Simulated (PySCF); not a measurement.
**C₃H₈FNSi (SMILES C=C(CF)[SiH2]N): density, localisation and related maps**

| atom | x (Å) | y (Å) | z (Å) |
| --- | --- | --- | --- |
| C | -0.7119 | 1.5064 | -0.0908 |
| C | -0.5960 | 0.1872 | -0.0792 |
| C | -1.8030 | -0.6676 | -0.3103 |
| F | -1.7313 | -1.8477 | 0.3966 |
| Si | 1.0271 | -0.7588 | 0.1571 |
| N | 2.2743 | 0.4317 | 0.1806 |
| H | -1.6605 | 2.0047 | -0.2352 |
| H | 0.1457 | 2.1457 | 0.0242 |
| H | -1.8668 | -0.9540 | -1.3682 |
| H | -2.7344 | -0.1761 | -0.0077 |
| H | 1.3070 | -1.5769 | -1.0246 |
| H | 0.9120 | -1.5935 | 1.3603 |
| H | 2.2106 | 1.1883 | 0.8426 |
| H | 3.2266 | 0.1100 | 0.1324 |

Geometry: GFN2-xTB.

Theory: PBE0/pcSseg-1, SCF density, gas phase, non-relativistic (PySCF 2.14.0).

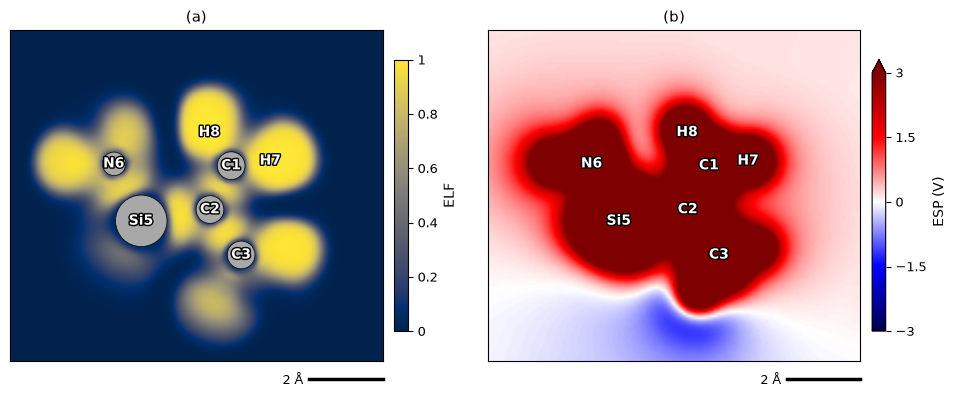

Figure 1. (a) electron localisation function; (b) electrostatic potential on the plane of atoms C1, C2 and Si5. Grey discs cover the atomic cores in the ELF map.

> Interpret the plot.

Atoms in the plane: C, Si, N and H. C–C (1.32 Å): the ELF peaks at about 0.90 between the atoms; a short, multiple covalent bond. Si–N (1.72 Å): the ELF peaks at about 0.90 between the atoms, as expected for a polar covalent bond. C–Si (1.89 Å): the ELF peaks at about 0.95 between the atoms, as expected for a shared electron pair. C–C (1.50 Å): the ELF peaks at about 0.95 between the atoms; a shared electron pair. C–H (1.08 Å): the ELF climbs to about 1 towards the hydrogen, as it does in any bond to H: a covalent bond by its length. The ELF also peaks beside F4, away from the bonds: lone-pair regions. Outside the dense part of the molecule the potential is most negative (−1.2 V) near F4, which lies off the plane.

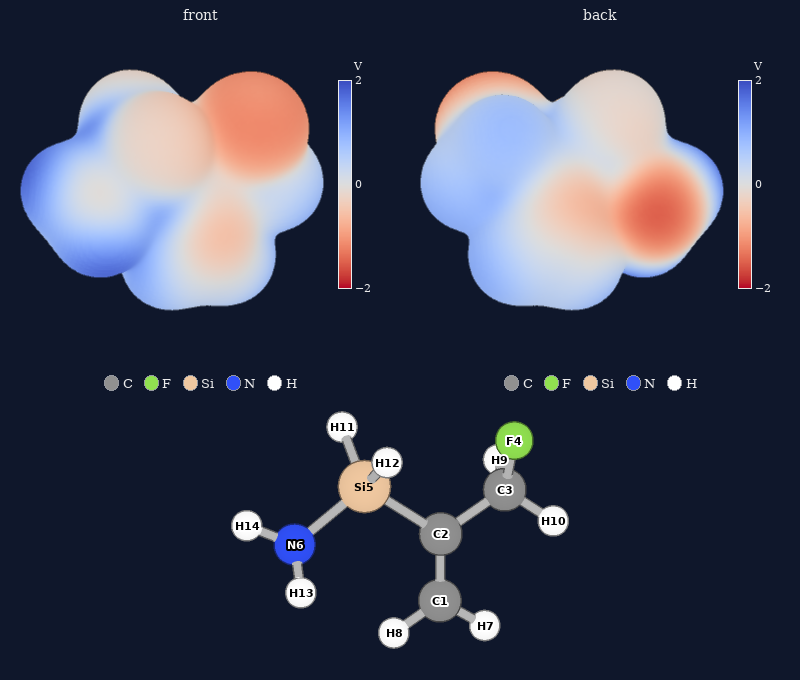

Figure 2. The electrostatic potential painted on the density surface at 0.002 e/bohr³, seen from the front and from behind; the colour scale runs from red (negative) to blue (positive). The bare structure is drawn below in the same view.

> Describe the electrostatic potential map.

The most negative region (about −1.4 V) lies over N6, the most positive (about +1.6 V) over H13 and H14. N6 is the likeliest acceptor of a hydrogen bond.
